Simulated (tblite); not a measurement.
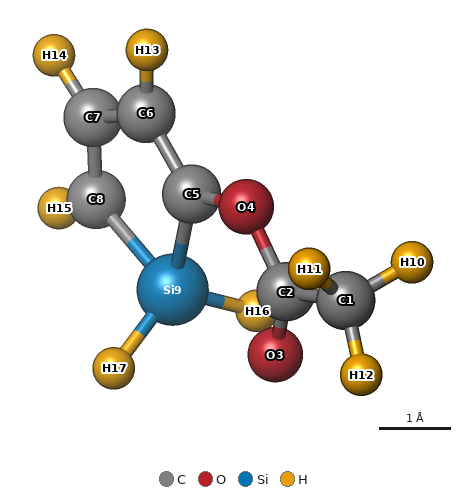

Fig. 1: The structure (ball-and-stick view, seen at a tilt; atoms are numbered from 1 in the order of the input). Bond lengths as drawn: C–C 1.34 to 1.50 Å, C–H 1.08 to 1.09 Å, C–O 1.21 to 1.38 Å, C–Si 1.89 to 1.90 Å and H–Si 1.46 Å.

# C6H8O2Si: relaxed scan

C6H8O2Si, SMILES CC(=O)OC1=CC=C[SiH2]1, computed with GFN2-xTB relaxed scan under a harmonic restraint, gas phase (tblite 0.8.0).

**Output**
```
point  coordinate     E/eV
  0    103.600     -727.89332
  1    118.000     -727.76959
  2    132.600     -727.58359
  3    147.800     -727.38274
  4    163.500     -727.23206
  5    179.100     -727.15645
  6    194.600     -727.15660
  7    209.900     -727.19943
  8    224.900     -727.25369
  9    239.700     -727.29517
 10    254.500     -727.31382
 11    269.300     -727.30903
```

This output came from the following input.

**The input**
```
{"job": {"xc": "GFN2-xTB", "basis": "xTB", "coordinate": [["t", [0, 1, 3, 4], 0.5], ["t", [2, 1, 3, 4], 0.5]], "kind": "drive"}, "charge": 0, "multiplicity": 1}
C      3.226154    -0.331007    -0.153825
C      1.744180    -0.483957     0.037245
O      1.210844    -1.481849     0.476666
O      1.071455     0.594060    -0.339924
C     -0.295086     0.505306    -0.205221
C     -1.144379     1.484662    -0.534314
C     -2.538991     1.152327    -0.299857
C     -2.792132    -0.062147     0.204976
Si    -1.179093    -1.026932     0.473735
H      3.457434    -0.428027    -1.213376
H      3.543183     0.655265     0.174364
H      3.749224    -1.105528     0.398299
H     -0.857999     2.444028    -0.938708
H     -3.296091     1.886663    -0.539169
H     -3.800384    -0.383826     0.406732
H     -1.145059    -2.177355    -0.420138
H     -0.972592    -1.245617     1.899586
```

The first line tells a small driver script what to run in tblite; the rest is the geometry in Å.

Run as:
```bash
OMP_NUM_THREADS=1 python <driver script> task.json out
```

**Key numbers**

| quantity | value |
| --- | --- |
| outcome | converged |
| hardware | 1 CPU thread, shared host |
| wall time | 7.3 s |
| peak memory | 0.19 GiB |
